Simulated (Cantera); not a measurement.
A closed system holds: 1 mol Ta2O5, 0.82 mol CH4, 0.14 mol CO, equilibrated at 465 Torr.

Cantera equilibrium calculation (NASA polynomials, part measured and part estimated; ideal gas, pure solids and liquids). Candidate condensed phases: C, C6H6, C7H8, C8H18, H2O, Ta, TaC, Ta2O5; 113 gas species. Mutual solubility and eutectic melting of coexisting phases are not modelled. TaC: taken at fixed stoichiometry. Condensed phases not in the tables: Ta2C. Equilibrium is a limit: real reactors are often held back by kinetics, nucleation or transport.

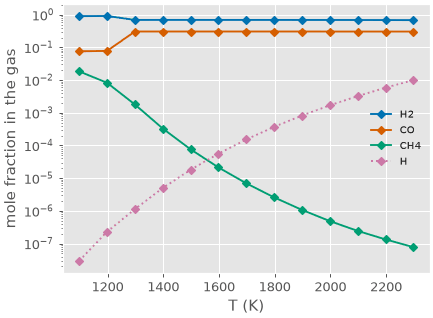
Fig. 1. Equilibrium gas composition (values under 1e-9 drawn at 1e-9)

From 1098 K to 1198 K the condensed part is C(graphite) + Ta2O5(s). From 1298 K to 1998 K the condensed part is TaC(s) + Ta2O5(s). From 2098 K to 2298 K the condensed part is TaC(s) + Ta2O5(l).
